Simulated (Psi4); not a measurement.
# A workflow on SiH2Br− (SMILES [SiH2-]Br)

Wanted: a geometry optimisation (singlet SiH2Br−, HF-3c/MINIX), then a single-point energy (doublet SiH2Br, UHF-3c/MINIX), then a structure relaxation (doublet SiH2Br, UHF-3c/MINIX), then the energy (singlet SiH2Br−, HF-3c/MINIX) of BrH2Si. 

The results are computed with Psi4 1.11.

**1. The structure to begin with**

SiH2Br− has 4 atoms, charge -1, and is taken as a singlet. SMILES: `[SiH2-]Br`. The shape is that of a GFN2-xTB (4 decimals) optimisation. The run starts from this shape.

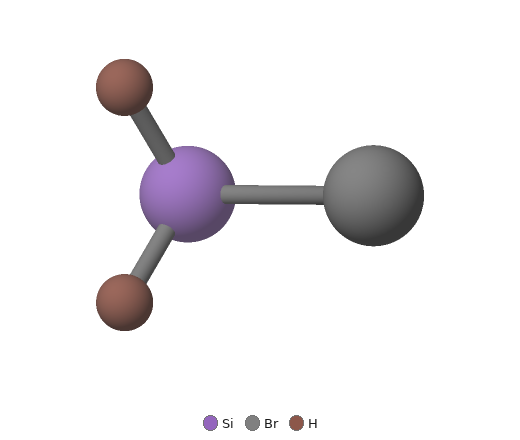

The structure, seen from a chosen angle (silicon purple, bromine grey, hydrogen brown).

**2. A structure relaxation at HF-3c/MINIX (density fitting) (run 1)**

Contents of brh2si.sdf:

```

     RDKit          3D

  4  3  0  0  0  0  0  0  0  0999 V2000
   -0.1920   -0.3430   -0.6194 Si  0  0  0  0  0  3  0  0  0  0  0  0
    1.6877   -0.2714    0.9111 Br  0  0  0  0  0  0  0  0  0  0  0  0
   -1.2099   -0.5300    0.4614 H   0  0  0  0  0  0  0  0  0  0  0  0
   -0.2858    1.1444   -0.7531 H   0  0  0  0  0  0  0  0  0  0  0  0
  2  1  1  0
  3  1  1  0
  4  1  1  0
M  CHG  1   1  -1
M  END
$$$$
```

Contents of job.py:

```python
import psi4
from rdkit import Chem

psi4.set_memory(1600000000)
psi4.set_num_threads(1)
psi4.core.set_output_file('psi4.out', False)

rd = Chem.SDMolSupplier('brh2si.sdf', removeHs=False, sanitize=False)[0]
xyz = rd.GetConformer().GetPositions()
atoms = '\n'.join(f'{a.GetSymbol()} {x:.4f} {y:.4f} {z:.4f}' for a, (x, y, z) in zip(rd.GetAtoms(), xyz))
molecule = psi4.geometry('-1 1\n' + atoms + '')

E = psi4.optimize('hf-3c', molecule=molecule)
print('E =', round(E, 9))
print(molecule.to_string(dtype='xyz', units='Angstrom'))
```

Run with:

```sh
$ python job.py
```

psi4.out:

```text
[...]
  Running in c1 symmetry.
[...]
  Nuclear repulsion =  129.642644318885829
[...]
  Multiplicity = 1
[...]
  Nalpha       = 26
  Nbeta        = 26
[...]
    Number of basis functions: 48
[...]
   @DF-RHF iter   1: -2860.44532392344490   -2.52386e+00   2.28127e-02 ADIIS/DIIS
[...]
   @DF-RHF iter   7: -2860.67809487059549   -5.00222e-12   2.41307e-09 DIIS
[...]
  @DF-RHF Final Energy: -2860.67809487059549
   => Energetics <=
    Nuclear Repulsion Energy =            123.3126867253558601
    One-Electron Energy =               -4243.7081524703880859
    Two-Electron Energy =                1259.7122989513202356
    Total Energy =                      -2860.6780948705954870
[...]
 Multipole Moments:
 ------------------------------------------------------------------------------------
     Multipole            Electronic (a.u.)      Nuclear  (a.u.)        Total (a.u.)
 ------------------------------------------------------------------------------------
 L = 1.  Multiply by 2.5417464519 to convert [e a0] to [Debye]
 Dipole X            :          8.8024030           -8.3940465            0.4083566
 Dipole Y            :         -0.9233569            1.0284509            0.1050940
 Dipole Z            :          5.4286588           -4.9728283            0.4558305
 Magnitude           :                                                    0.6209519
[...]
  -Total Gradient:
     Atom            X                  Y                   Z
    ------   -----------------  -----------------  -----------------
       1       -0.000062010000     0.000049626612     0.000022162992
       2        0.000040665826    -0.000003522859     0.000026173407
       3        0.000002741546    -0.000037881005    -0.000013637719
       4        0.000018602756    -0.000008222745    -0.000034698616
[...]
    Final optimized geometry and variables:
    Molecular point group: c1
    Full point group: C1
    Geometry (in Angstrom), charge = -1, multiplicity = 1:
    SI          -1.426479099283    -0.077215192317    -1.192557124853
    BR           0.555814362848     0.011966712117     0.439683216687
    H           -2.412033929754    -0.211199814689    -0.071707111085
    H           -1.512699471212     1.417610349377    -1.252913153800
[...]
```

The script printed:

```text
Some dependencies such as QCElemental have not yet finished migration to pydantic v2. If issues are encountered please downgrade pydantic or upgrade QCElemental as appropriate
Optimizer: Optimization complete!
E = -2860.678094871
4
-1 1 BrH2Si
Si                   -1.426479099283    -0.077215192317    -1.192557124853
Br                    0.555814362848     0.011966712117     0.439683216687
H                    -2.412033929754    -0.211199814689    -0.071707111085
H                    -1.512699471212     1.417610349377    -1.252913153800
```

Run time: 5.4 s. Hardware: 1 thread of Intel Xeon 6975P-C (Granite Rapids), shared host; peak memory 0.27 GiB.

Steps, from the record of the run:

```csv
step,energy from the first frame kept (eV),largest force (eV/Å)
0,0.0000,1.0505
1,-0.0534,0.5808
2,-0.0689,0.2235
3,-0.0716,0.0873
4,-0.0722,0.0176
5,-0.0723,0.0042
```

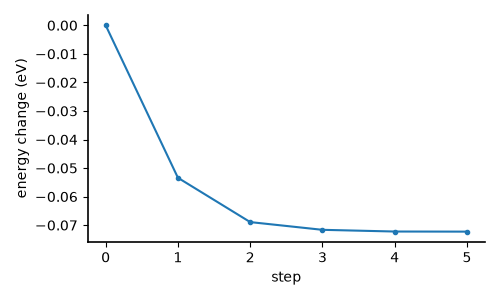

Energy along the run.

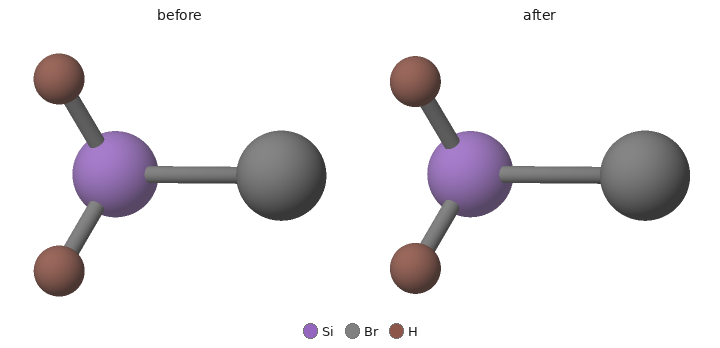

Before and after, at one scale.

After the run. Bond lengths: Si1–Br2 2.569 Å, Si1–H3 1.499 Å, Si1–H4 1.499 Å. Angles: Br2–Si1–H3 92.0°, Br2–Si1–H4 92.0°, H3–Si1–H4 94.7°.

**3. Doublet neutral SiH2Br: the energy at UHF-3c/MINIX (density fitting) (run 2)**

Contents of job.py:

```python
import psi4

psi4.set_memory('1600 MB')
psi4.set_num_threads(1)
psi4.core.set_output_file('psi4.out', False)

m = psi4.geometry("""
0 2
Si    -0.50400885    -0.67330753    -1.31179496
Br     3.24198201    -0.50477797     1.77269350
H     -2.36643789    -0.92650248     0.80630456
H     -0.66694104     2.15150233    -1.42585127
units bohr
symmetry c1
""")

psi4.set_options({
    'reference': 'uks',
})

result = psi4.energy('HF-3C')
print(f'HF-3C energy: {result:.10f} Eh')
```

Run with:

```sh
$ python job.py
```

psi4.out:

```text
[...]
  Running in c1 symmetry.
[...]
  Nuclear repulsion =  123.312687073772437
[...]
  Multiplicity = 2
[...]
  Nalpha       = 26
  Nbeta        = 25
[...]
    Number of basis functions: 48
[...]
   @DF-UKS iter   1: -2860.38125485448290   -2.54841e+00   2.30756e-02 DIIS/ADIIS
[...]
   @DF-UKS iter  11: -2860.64606135510303   -3.53130e-08   5.60407e-07 DIIS
[...]
   @S^2 Observed:                7.537026689E-01
[...]
    Orbital Energies [Eh]
    ---------------------
    Alpha Occupied:
       1A   -489.928766     2A    -68.374736     3A    -65.096469
       4A    -58.468552     5A    -58.467210     6A    -58.467060
       7A     -9.786884     8A     -7.402094     9A     -7.395617
      10A     -7.394976    11A     -6.173020    12A     -4.251929
      13A     -4.243307    14A     -4.242270    15A     -3.143653
      16A     -3.141354    17A     -3.140871    18A     -3.133993
      19A     -3.133985    20A     -0.951982    21A     -0.730213
      22A     -0.504438    23A     -0.457986    24A     -0.411115
      25A     -0.379121    26A     -0.374095
    Alpha Virtual:
[...]
  @DF-UKS Final Energy: -2860.64606135510303
   => Energetics <=
    Nuclear Repulsion Energy =            123.3126870737724374
    One-Electron Energy =               -4230.1225055850009085
    Two-Electron Energy =                1246.1586852255159101
    Total Energy =                      -2860.6460613551030292
  UHF NO Occupations:
  HONO-2 :   24  A 1.9996094
  HONO-1 :   25  A 1.9988126
[...]
 Multipole Moments:
 ------------------------------------------------------------------------------------
     Multipole            Electronic (a.u.)      Nuclear  (a.u.)        Total (a.u.)
 ------------------------------------------------------------------------------------
 L = 1.  Multiply by 2.5417464519 to convert [e a0] to [Debye]
 Dipole X            :          7.0804382           -8.3940445           -1.3136064
 Dipole Y            :         -1.2220433            1.0284496           -0.1935937
 Dipole Z            :          3.7057321           -4.9728308           -1.2670986
 Magnitude           :                                                    1.8353689
[...]
```

Standard output:

```text
HF-3C energy: -2860.6460613551 Eh
```

Run time: 2.5 s. Hardware: 1 thread of Intel Xeon 6975P-C (Granite Rapids), shared host; peak memory 0.21 GiB.

**4. Doublet neutral SiH2Br: a geometry optimisation at UHF-3c/MINIX (density fitting) (run 3)**

Contents of brh2si.sdf:

```

     RDKit          3D

  4  3  0  0  0  0  0  0  0  0999 V2000
   -0.2667   -0.3563   -0.6942 Si  0  0  0  0  0  3  0  0  0  0  0  0
    1.7156   -0.2671    0.9381 Br  0  0  0  0  0  0  0  0  0  0  0  0
   -1.2523   -0.4903    0.4267 H   0  0  0  0  0  0  0  0  0  0  0  0
   -0.3529    1.1385   -0.7545 H   0  0  0  0  0  0  0  0  0  0  0  0
  2  1  1  0
  3  1  1  0
  4  1  1  0
M  RAD  1   1   2
M  END
$$$$
```

Contents of brh2si.py:

```python
import psi4
from rdkit import Chem

psi4.set_memory('1600 MB')
psi4.set_num_threads(1)
psi4.set_output_file('psi4.out', False)

rd = Chem.SDMolSupplier('brh2si.sdf', removeHs=False, sanitize=False)[0]
xyz = rd.GetConformer().GetPositions()
atoms = '\n'.join(f'{a.GetSymbol()} {x:.4f} {y:.4f} {z:.4f}' for a, (x, y, z) in zip(rd.GetAtoms(), xyz))
molecule = psi4.geometry('0 2\n' + atoms + '\nsymmetry c1')

psi4.set_options(dict(reference='uks'))

e_tot = psi4.optimize("HF-3C")
print('E =', round(e_tot, 9))
print(molecule.to_string(dtype='xyz', units='Angstrom'))
```

Run with:

```sh
$ python brh2si.py
```

psi4.out:

```text
[...]
  Running in c1 symmetry.
[...]
  Nuclear repulsion =  123.310787914311987
[...]
  Multiplicity = 2
[...]
  Nalpha       = 26
  Nbeta        = 25
[...]
    Number of basis functions: 48
[...]
   @DF-UKS iter   1: -2860.38124300129766   -2.54843e+00   2.30757e-02 DIIS/ADIIS
[...]
   @DF-UKS iter   7: -2860.68481843432801   -4.09273e-12   8.84447e-09 DIIS
[...]
   @S^2 Observed:                7.529524856E-01
[...]
  @DF-UKS Final Energy: -2860.68481843432801
   => Energetics <=
    Nuclear Repulsion Energy =            137.8731516776982176
    One-Electron Energy =               -4258.4020610798388589
    Two-Electron Energy =                1259.8387199782400785
    Total Energy =                      -2860.6848184343284629
  UHF NO Occupations:
  HONO-2 :   24  A 1.9997096
  HONO-1 :   25  A 1.9990317
[...]
 Multipole Moments:
 ------------------------------------------------------------------------------------
     Multipole            Electronic (a.u.)      Nuclear  (a.u.)        Total (a.u.)
 ------------------------------------------------------------------------------------
 L = 1.  Multiply by 2.5417464519 to convert [e a0] to [Debye]
 Dipole X            :          7.4445749           -8.1457356           -0.7011607
 Dipole Y            :         -1.3675621            1.3720781            0.0045161
 Dipole Z            :          3.7823544           -4.3099771           -0.5276227
 Magnitude           :                                                    0.8775149
[...]
  -Total Gradient:
     Atom            X                  Y                   Z
    ------   -----------------  -----------------  -----------------
       1        0.000041045217    -0.000018852808     0.000006608039
       2       -0.000019216872     0.000001215713    -0.000012963245
       3        0.000007842014     0.000042298831    -0.000021263862
       4       -0.000029670334    -0.000024661740     0.000027619046
[...]
    Final optimized geometry and variables:
    Molecular point group: c1
    Full point group: C1
    Geometry (in Angstrom), charge = 0, multiplicity = 2:
    SI          -1.328464944851     0.066044308187    -0.920394957204
    BR           0.521637567923    -0.037750844693     0.345107971301
    H           -2.484767501815    -0.344368055893    -0.080167108565
    H           -1.484575783311     1.467099791849    -1.393824149371
[...]
```

On the terminal:

```text
Optimizer: Optimization complete!
E = -2860.684818434
4
0 2 BrH2Si
Si                   -1.328464944851     0.066044308187    -0.920394957204
Br                    0.521637567923    -0.037750844693     0.345107971301
H                    -2.484767501815    -0.344368055893    -0.080167108565
H                    -1.484575783311     1.467099791849    -1.393824149371
```

Run time: 6.6 s. Hardware: 1 thread of Intel Xeon 6975P-C (Granite Rapids), shared host; peak memory 0.28 GiB.

Steps, from the record of the run:

```csv
step,energy from the first frame kept (eV),largest force (eV/Å)
0,0.0000,4.2513
1,-0.5969,2.8811
2,-0.8684,1.4016
3,-1.0173,0.6270
4,-1.0518,0.2233
5,-1.0546,0.0381
6,-1.0548,0.0204
7,-1.0548,0.0025
```

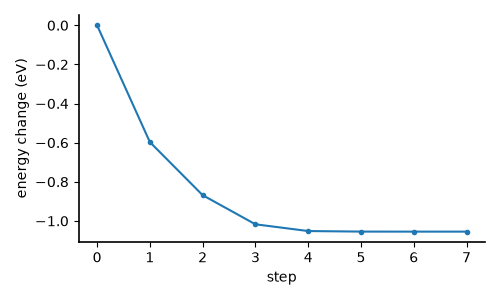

Energy along the run.

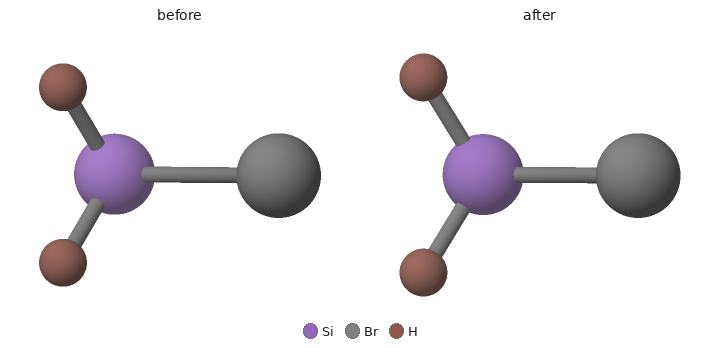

Before and after, at one scale.

After the run. Bond lengths: Si1–Br2 2.244 Å, Si1–H3 1.487 Å, Si1–H4 1.487 Å. Angles: Br2–Si1–H3 108.0°, Br2–Si1–H4 108.0°, H3–Si1–H4 111.0°.

**5. The energy at HF-3c/MINIX (density fitting) (run 4)**

Contents of calc.dat:

```
memory 1.6 GB

molecule system {
  -1 1
  Si
  Br 1 2.243914
  H 1 1.487097 2 108.0398
  H 1 1.487099 3 110.99362 2 -118.2827
}


energy('hf-3c')
```

Run with:

```sh
$ psi4 -i calc.dat -o calc.out -n 1
```

calc.out:

```text
[...]
  Running in c1 symmetry.
[...]
  Nuclear repulsion =  137.873153120698277
[...]
  Multiplicity = 1
[...]
  Nalpha       = 26
  Nbeta        = 26
[...]
    Number of basis functions: 48
[...]
   @DF-RHF iter   1: -2860.42368625863810   -2.34624e+00   2.25317e-02 DIIS/ADIIS
[...]
   @DF-RHF iter   7: -2860.64097322929456   -5.21954e-08   9.11956e-07 DIIS
[...]
    Orbital Energies [Eh]
    ---------------------
    Doubly Occupied:
       1A   -489.721875     2A    -67.926510     3A    -64.891406
       4A    -58.262817     5A    -58.262309     6A    -58.262174
       7A     -9.583261     8A     -7.197371     9A     -7.193181
      10A     -7.192492    11A     -5.743843    12A     -3.817684
      13A     -3.815862    14A     -3.815123    15A     -2.938708
      16A     -2.937212    17A     -2.936648    18A     -2.932502
      19A     -2.932475    20A     -0.769707    21A     -0.414073
      22A     -0.248350    23A     -0.239041    24A     -0.205422
      25A     -0.180634    26A      0.017702
[...]
  @DF-RHF Final Energy: -2860.64097322929456
   => Energetics <=
    Nuclear Repulsion Energy =            137.8731531206982766
    One-Electron Energy =               -4272.2330995901756978
    Two-Electron Energy =                1273.7136022627153125
    Total Energy =                      -2860.6409732292941044
[...]
 Multipole Moments:
 ------------------------------------------------------------------------------------
     Multipole            Electronic (a.u.)      Nuclear  (a.u.)        Total (a.u.)
 ------------------------------------------------------------------------------------
 L = 1.  Multiply by 2.5417464519 to convert [e a0] to [Debye]
 Dipole X            :         -0.9157608            1.2200669            0.3043062
 Dipole Y            :         -0.5270636            0.7022077            0.1751441
 Dipole Z            :         10.5400015           -9.2103122            1.3296892
 Magnitude           :                                                    1.3752640
[...]
```

Wall time 2.7 s (1 thread of Intel Xeon 6975P-C (Granite Rapids), shared host); peak memory 0.22 GiB.

**6. Results**

| quantity | value |
| --- | --- |
| run 1, HF-3c/MINIX: total energy at the end | -2860.67809 Eh |
| run 1, HF-3c/MINIX: HOMO energy | -1.58 eV |
| run 1, HF-3c/MINIX: LUMO energy | 10.39 eV |
| run 1, HF-3c/MINIX: HOMO–LUMO gap (to an unbound level, set by the basis) | 11.97 eV |
| doublet neutral SiH2Br, run 2: total energy | -2860.64606 Eh |
| doublet neutral SiH2Br, run 2: dipole moment | 4.67 D |
| doublet neutral SiH2Br, run 2: HOMO energy (highest over α and β) | -10.18 eV |
| doublet neutral SiH2Br, run 2: LUMO energy (lowest over α and β) | -0.11 eV |
| doublet neutral SiH2Br, run 2: ⟨S²⟩ | 0.754 |
| doublet neutral SiH2Br, run 3: total energy at the end | -2860.68482 Eh |
| doublet neutral SiH2Br, run 3: dipole moment | 2.23 D |
| doublet neutral SiH2Br, run 3: HOMO energy (highest over α and β) | -9.25 eV |
| doublet neutral SiH2Br, run 3: LUMO energy (lowest over α and β) | 1.91 eV |
| doublet neutral SiH2Br, run 3: ⟨S²⟩ | 0.753 |
| run 4, HF-3c/MINIX: total energy | -2860.64097 Eh |
| run 4, HF-3c/MINIX: HOMO energy | 0.48 eV |
| run 4, HF-3c/MINIX: LUMO energy | 12.43 eV |
| run 4, HF-3c/MINIX: HOMO–LUMO gap (to an unbound level, set by the basis) | 11.95 eV |
| adiabatic ionisation energy (to the doublet neutral, no zero-point term) | -0.183 eV |

In words: The adiabatic ionisation energy (to the doublet neutral, no zero-point term) is −0.18 eV (−4.2 kcal/mol). In a minimal basis such a difference can be off by several eV, whatever the method. The optimisation (run 1, HF-3c/MINIX) took 6 steps and changed the energy by -0.072 eV. The optimisation (doublet neutral SiH2Br, run 3) took 8 steps and changed the energy by -1.055 eV. The HOMO (run 4, HF-3c/MINIX) lies at positive energy, 0.48 eV; only total energies tell whether the electron is bound.
